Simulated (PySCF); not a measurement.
## C4H9Si: EPR calculation

System: C4H9Si, multiplicity 2.
Method: UKS B3LYP, pcH-1 on C H Si, non-relativistic, mean-field spin-orbit, GIAO (PySCF 2.14.0).

It belongs to a series of runs on one base structure; here: H added to sp2 C.

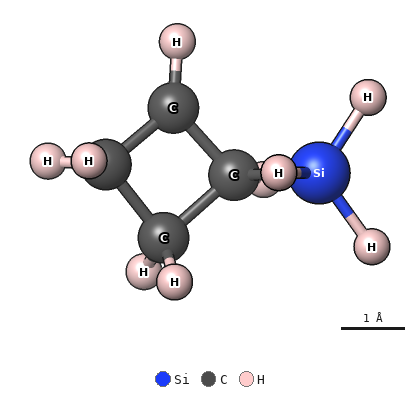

**Figure 1.** The input geometry (ball-and-stick view, seen at a tilt). Bond lengths as drawn: C–C 1.47 to 1.54 Å, C–H 1.07 to 1.10 Å, C–Si 1.92 Å and H–Si 1.46 to 1.47 Å.

## The input
```
{"job": {"kind": "epr", "basis": "pcH-1"}, "charge": 0, "multiplicity": 2}
Si     1.876190     0.424285    -0.167408
C      0.166242    -0.291739    -0.677098
C     -0.888752     0.730362    -0.636010
C     -1.549070     0.153724     0.560258
C     -0.575689    -1.034883     0.453046
H      2.284512     1.384090    -1.192289
H      1.728641     1.082867     1.129999
H      2.853448    -0.662858    -0.067049
H      0.282015    -0.843907    -1.615208
H     -1.075850     1.613344    -1.213071
H     -2.610147    -0.093250     0.448922
H     -1.445747     0.736751     1.483649
H      0.008390    -1.244558     1.347656
H     -1.054861    -1.954701     0.122437
```

The first line tells a small driver script what to run in PySCF; the rest is the geometry in Å.

Hardware: 1 CPU thread, shared host.

Launch command:
```bash
OMP_NUM_THREADS=1 python <driver script> task.json out
```

## What the program printed
```
UKS, coarse grid
  cycle   1  E = -447.22134338  |g| = 2.87e-01
  cycle   2  E = -447.19175979  |g| = 3.73e-01
  cycle   3  E = -447.26365904  |g| = 3.65e-02
  cycle   4  E = -447.26432350  |g| = 1.13e-02
  cycle   5  E = -447.26437960  |g| = 6.04e-03
  cycle   6  E = -447.26440010  |g| = 1.34e-03
  cycle   7  E = -447.26440145  |g| = 4.66e-04
UKS, final grid
  cycle   1  E = -447.26440708  |g| = 5.61e-04
  cycle   2  E = -447.26440698  |g| = 7.34e-04
  cycle   3  E = -447.26440724  |g| = 4.45e-05
  cycle   4  E = -447.26440724  |g| = 2.23e-05
E = -447.26440724 Eh   <S^2> = 0.7544 (exact 0.7500)
g shifts (ppm)      1          2          3
  rmc          -143       -143       -143
  gc             -0         21         11
  oz_so         -56        709        803
  total        -200        587        671
hyperfine (MHz)  atom isotope    a_iso     a_fc   dipolar eigenvalues
    0  29Si    -130.08    -130.21    -19.10      8.75     10.36
    1   13C     -32.24     -32.25     -3.62      0.54      3.07
    2   13C      90.74      90.84    -77.57    -76.19    153.77
    3   13C     -34.69     -34.70     -2.45      0.26      2.19
    4   13C       9.56       9.56     -1.53     -0.91      2.43
    5    1H      -3.51      -3.51     -2.48     -1.63      4.10
    6    1H      -3.40      -3.40     -2.98     -1.59      4.56
    7    1H      24.84      24.84     -2.02     -1.02      3.04
    8    1H     116.58     116.58     -4.60     -3.52      8.12
    9    1H     -60.44     -60.45    -36.86      0.32     36.54
   10    1H     105.71     105.71     -4.41     -3.64      8.05
   11    1H     120.10     120.10     -4.21     -3.61      7.82
   12    1H      -4.32      -4.32     -2.52     -1.97      4.50
   13    1H      -2.98      -2.98     -2.83     -2.47      5.30
```

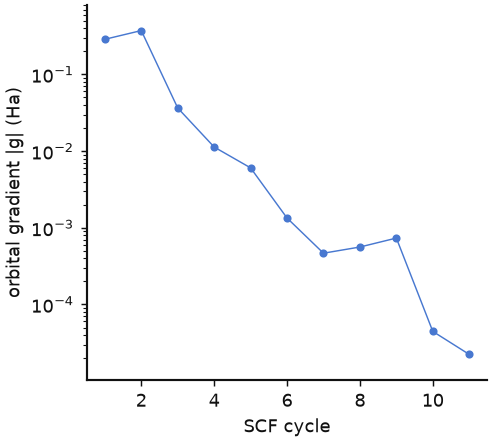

**Figure 2.** Convergence of the self-consistent field: orbital gradient |g| against the SCF cycle. All cycles printed in the log are drawn one after another.

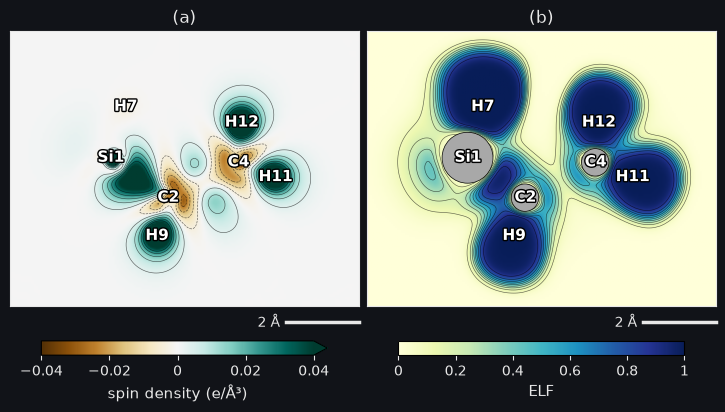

**Figure 3.** (a) spin density (α minus β); (b) electron localisation function on the plane of atoms Si1, C2 and H9. Grey discs, where drawn, cover atomic cores. The section cuts through Si, C and H sites. C–H (1.09 Å): the ELF climbs to about 1 towards the hydrogen, as it does in any bond to H; a covalent bond by its length. Si–H (1.46 Å): the ELF climbs to about 1 towards the hydrogen. The unpaired spin (1 electron) lies mostly on C3 (about 0.6), in electrons by Hirshfeld's partition.

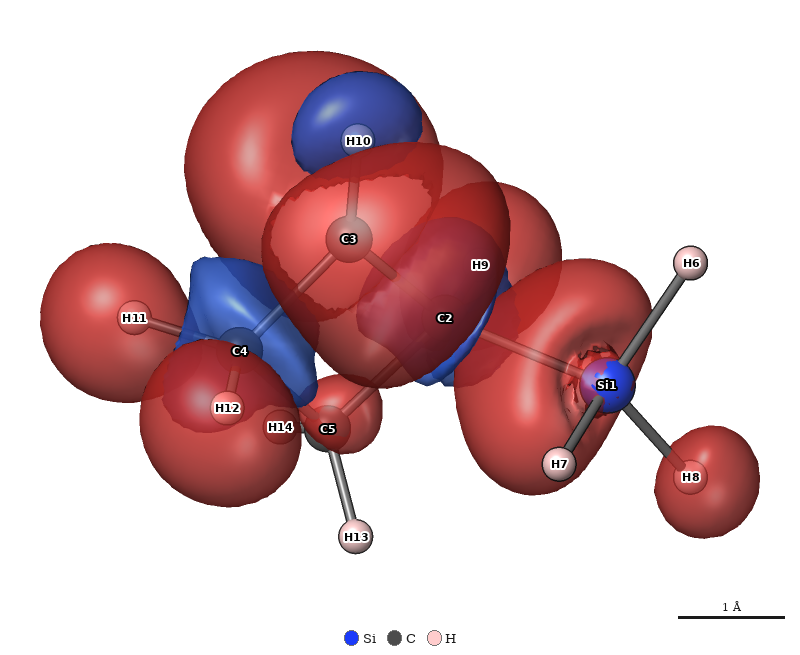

**Figure 4.** Isosurfaces of the spin density at +0.005 (red) and −0.005 e/Å³ (blue), seen at a tilt. The unpaired spin (1 electron) lies mostly on C3 (about 0.6), in electrons by Hirshfeld's partition.

## Key numbers

- outcome: converged
- total energy: −447.264407 hartree
- ⟨S²⟩: 0.754
- isotropic g: 2.0027
- wall time: 40 s
- peak memory: 0.88 GiB
